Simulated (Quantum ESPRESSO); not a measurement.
# Voltage at the next charge: Rh(100), 5 layers against an electrode

**Set-up.** Quantum ESPRESSO 7.5, PBE, GBRV ultrasoft; ESM with bc3, a metal electrode 7.00 Å above the top atoms; cell area 7.220 Å²; ions fixed. V is the potential energy of an electron at the electrode over the slab's Fermi level, divided by e, so that it equals the work function at zero charge; positive charge removes electrons.

| charge (e a cell) | V (V) |
| --- | --- |
| 0 | 5.123 |
| 0.0108 | 6.573 |
| 0.0217 | 8.050 |

To predict: What is V at a charge of 0.0433 e, and what capacitance do the rows imply?

**Worked estimate.** The last two rows give dV/dq = (8.050 − 6.573)/(0.0217 − 0.0108) = 135.5 V/e, so C = 1602/(7.220 × 135.5) = 1.64 µF/cm², an effective gap of 8.854/1.64 = 5.41 Å. At constant C, V = 8.050 + 135.5 × 0.0216 = 10.98 V.

**The withheld run.** V = 11.008 V; the estimate misses by −0.03 V, 1.1 % of the step. Over the three intervals C goes 1.65, 1.64 and 1.62 µF/cm².

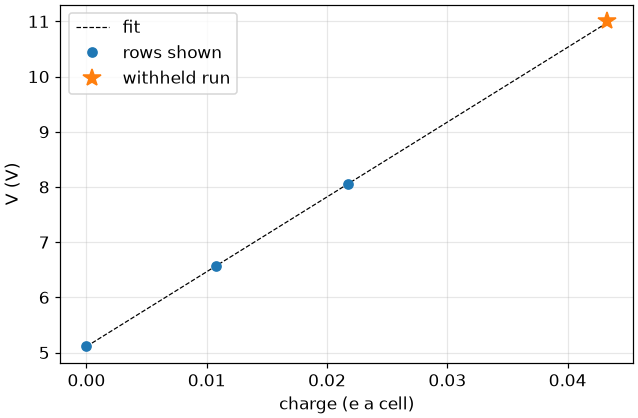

The rows shown, the fit and the withheld run.

Caveats: Vacuum fills the gap; a dielectric or electrolyte would change C. The slab is thin.
